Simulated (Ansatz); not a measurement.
# S2F2 (Difluorodisulfane): B3LYP/6-31G(d) (Cartesian functions)

Aim: the vertical ionisation energy of S2F2 (Difluorodisulfane) at B3LYP/6-31G* (Cartesian functions), from 2 runs. 

The calculation is run with Ansatz 0.2.0.

35 further runs of the same task are left out: 35 set aside as unsound or not needed.

## Step 1: Starting point

S2F2: 4 atoms, total charge 0, spin state singlet. SMILES: `FSSF`. The shape is that of a PBE0-D4/def2-TZVP optimisation.

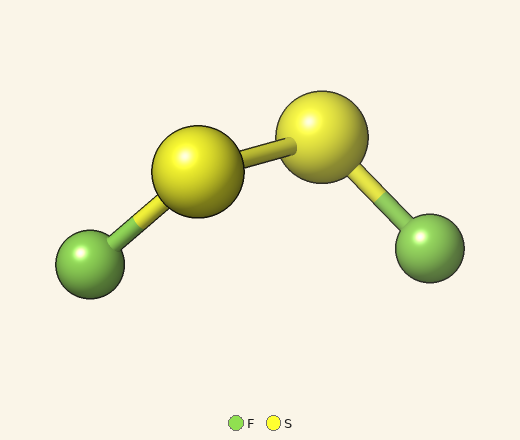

Viewed from a chosen angle; fluorine green, sulfur yellow.

## Step 2: The energy at B3LYP/6-31G(d) (Cartesian functions)

File molecule.yaml:

```yaml
crystal:
  periodic: [false, false, false]
  atoms:
    - symbol: F
      position_ang: [-1.783750, -0.199930, -0.621590]
    - symbol: S
      position_ang: [-0.467670, 0.764150, -0.632370]
    - symbol: S
      position_ang: [1.044990, -0.276390, -0.184720]
    - symbol: F
      position_ang: [1.206410, -0.287820, 1.438680]
basis:
  gaussian:
    orbitals: "6-31G*"
hamiltonian:
  xc: {name: B3LYP}
accuracy: high
output: {orbitals: {seedname: orbitals}}
```

The run is started by

```console
ansatz run molecule.yaml --threads 1 --pin off --max-ram 3480MiB --events-out events.jsonl --progress --plain --runs-dir runs
```

The log of the run:

```text
Warning: RAYON_NUM_THREADS=1 ignored (pool sized by the plan → 1); use --threads N
Functional definition: B3LYP
  name "B3LYP"
  parameter a0 = 0.2
  parameter ax = 0.72
  parameter ac = 0.81
  exchange = (1 - a0 - ax)*slater_x + ax*b88_x + a0*exact_x
  correlation = (1 - ac)*vwn_rpa_c + ac*lyp_c
1290 factors; integrals over basis functions are off by at most 2.9e-9 eV
mean field evaluation 1: about -27100.3316 eV, gradient 3.7e1 eV
mean field evaluation 2: about -27094.5567 eV, gradient 7.1e1 eV
mean field evaluation 4: about -27102.3846 eV, gradient 1.1e0 eV
mean field evaluation 8: about -27102.5208 eV, gradient 7.5e-2 eV
mean field evaluation 16: about -27102.5209 eV, gradient 1.2e-5 eV
mean field -27102.52086008 eV, -995.9992708594 hartree, gradient 2.2e-8 eV, S^2 0.000000; 0 other end points of the search recorded, 0 dependent functions left out
reference -27102.52088939 eV, -995.9992719368 hartree; 25, 25 occupied and 43, 43 virtual orbitals, 1290 factors
Total energy: -27102.52088939 eV, -995.9992719368 hartree
```

Run time: 4.8 s. Hardware: 1 thread of Arm Neoverse V1, shared host; peak memory 0.18 GiB.

## Step 3: The doublet cation at the same level

File run.yaml:

```yaml
crystal:
  periodic: [false, false, false]
  atoms:
    - {symbol: F, position_ang: [-1.783750, -0.199930, -0.621590]}
    - {symbol: S, position_ang: [-0.467670, 0.764150, -0.632370]}
    - {symbol: S, position_ang: [1.044990, -0.276390, -0.184720]}
    - {symbol: F, position_ang: [1.206410, -0.287820, 1.438680]}
basis:
  gaussian:
    orbitals: "6-31G*"
output:
  orbitals: {seedname: orbitals}
total_charge: 1
accuracy: high
hamiltonian:
  xc: {name: B3LYP}
magnetization:
  spin_polarized: true
  initial_magnetization: 1
```

The run is started by

```console
ansatz run run.yaml --threads 1 --pin off --max-ram 3480MiB --events-out events.jsonl --progress --plain --runs-dir runs
```

The log of the run, shortened:

```text
Warning: RAYON_NUM_THREADS=1 ignored (pool sized by the plan → 1); use --threads N
[... 7 set-up lines as earlier in the session ...]
1290 factors; integrals over basis functions are off by at most 2.9e-9 eV
mean field evaluation 1: about -27082.6332 eV, gradient 5.3e1 eV
mean field evaluation 2: about -27016.3958 eV, gradient 1.4e2 eV
mean field evaluation 4: about -27091.6533 eV, gradient 4.7e0 eV
mean field evaluation 8: about -27091.8886 eV, gradient 1.8e-1 eV
mean field evaluation 16: about -27091.8887 eV, gradient 1.2e-3 eV
mean field evaluation 32: about -27091.8887 eV, gradient 1.3e-7 eV
mean field -27091.88871514 eV, -995.6085467397 hartree, gradient 2.0e-8 eV, S^2 0.762577; 1 other end points of the search recorded, 0 dependent functions left out
reference -27091.88874373 eV, -995.6085477903 hartree; 25, 24 occupied and 43, 44 virtual orbitals, 1290 factors
Total energy: -27091.88874373 eV, -995.6085477903 hartree
```

It took 12 s on 1 thread of Arm Neoverse V1, shared host; peak memory 0.27 GiB.

## Step 4: Outcome

At B3LYP/6-31G* (Cartesian functions):

| quantity | value |
| --- | --- |
| singlet S2F2: total energy | -995.99927 Eh |
| singlet S2F2: HOMO energy | -7.91 eV |
| singlet S2F2: LUMO energy | -1.42 eV |
| singlet S2F2: HOMO–LUMO gap | 6.50 eV |
| doublet cation: total energy | -995.60855 Eh |
| doublet cation: HOMO energy (highest over α and β) | -15.15 eV |
| doublet cation: LUMO energy (lowest over α and β) | -13.36 eV |
| doublet cation: ⟨S²⟩ | 0.763 |
| vertical ionisation energy (to the doublet cation) | 10.632 eV |

The vertical ionisation energy comes to 10.63 eV (1026 kJ/mol). −ε(HOMO) before ionisation, 7.91 eV, is 2.72 eV below this ionisation energy.
